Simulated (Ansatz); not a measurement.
```xyz
32
Lattice="11.4657 0.0000 0.0000 0.0000 11.4657 0.0000 0.0000 0.0000 11.4657" Properties=species:S:1:pos:R:3 pbc="T T T"
Ca    5.7328    0.0000    0.0000
Ca    0.0000    5.7328    0.0000
Ca    0.0000    0.0000    5.7328
Ca    5.7328    5.7328    5.7328
Si    0.0000    0.0000    0.0000
Si    5.7328    5.7328    0.0000
Si    5.7328    0.0000    5.7328
Si    0.0000    5.7328    5.7328
I     2.6704    0.0000    0.0000
I     8.4032    5.7328    0.0000
I     8.4032    0.0000    5.7328
I     2.6704    5.7328    5.7328
I     8.7953    0.0000    0.0000
I     3.0625    5.7328    0.0000
I     3.0625    0.0000    5.7328
I     8.7953    5.7328    5.7328
I     0.0000    2.6704    0.0000
I     5.7328    8.4032    0.0000
I     5.7328    2.6704    5.7328
I     0.0000    8.4032    5.7328
I     5.7328    3.0625    0.0000
I     0.0000    8.7953    0.0000
I     0.0000    3.0625    5.7328
I     5.7328    8.7953    5.7328
I     0.0000    0.0000    2.6704
I     5.7328    5.7328    2.6704
I     5.7328    0.0000    8.4032
I     0.0000    5.7328    8.4032
I     5.7328    0.0000    3.0625
I     0.0000    5.7328    3.0625
I     0.0000    0.0000    8.7953
I     5.7328    5.7328    8.7953
```

Space group Fm-3m; a structure from a database of computed crystals, not necessarily the ambient phase; started from the MgZrF6-225 prototype, which need not be the ambient phase.

Computed with Ansatz 0.2.0, DFT, PBEsol, plane waves, PAW.

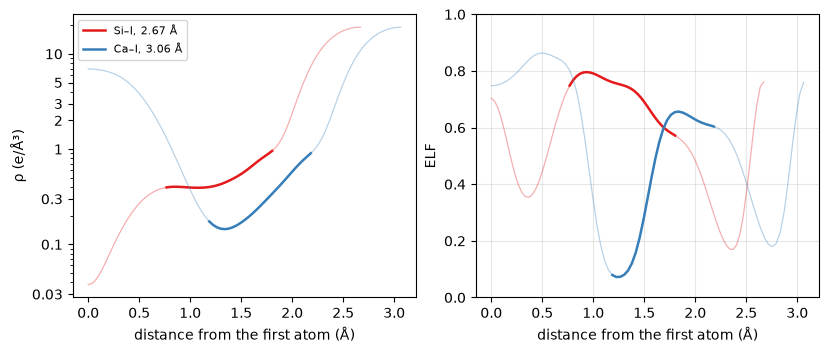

CaSiI₆. Valence charge density (pseudo) and ELF along straight lines between neighbouring atoms. Thin, pale parts lie inside the atomic spheres.

Core electrons are frozen (PAW), and the valence fields are smoothed inside the atomic spheres.

> Compare the contacts.

Si–I (2.67 Å): ρ at the midpoint is about 0.44 e/Å³, with its minimum of 0.39 e/Å³ about 1.1 Å from Si; the ELF peaks at about 0.80 between the atoms.
Ca–I (3.06 Å): ρ at the midpoint is about 0.18 e/Å³, with its minimum of 0.14 e/Å³ about 1.3 Å from Ca; the ELF is about 0.35 at the midpoint (a closed-shell, largely ionic contact).
